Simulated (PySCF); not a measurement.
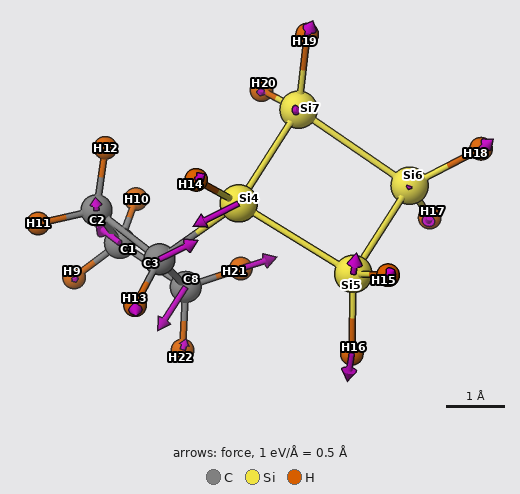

Starting geometry of C$_{4}$H$_{14}$Si$_{4}$ with the computed forces as purple arrows. The picture is a ball-and-stick view, seen at a tilt.

The start comes from GFN2-xTB. Its atoms were then displaced at random by about 0.01 Å.

Theory: PySCF 2.14.0, density-fitted response routines, PBE0-D3(BJ)/def2-SVP geometry optimisation, gas phase. 

Q: What follows when this structure is relaxed?

A: It isn't relaxed: the largest force vector, on C8, is 1.88 eV/Å. The final displacements have little in common with the starting forces (cosine between the two patterns 0.02). The energy falls by 0.392 eV in 25 geometry steps. The atom that moves furthest after the best rigid fit is H17 (0.89 Å). Largest moves by element: H 0.89 Å, Si 0.32 Å, C 0.28 Å. Near-neighbour distances that change, for instance: C3–Si4 1.958 → 1.891 Å, Si5–H16 1.442 → 1.497 Å, C8–H21 1.064 → 1.103 Å, Si6–H18 1.464 → 1.496 Å. Among the angles between lasting bonds that change: C3–Si4–H14 101.7° → 111.4°, Si6–Si7–H19 115.4° → 109.2°, H17–Si6–H18 102.8° → 108.9°. Groups turn about Si6–Si7 by about 20°, C1–C8 by about 20°, C2–C3 by about 20°.
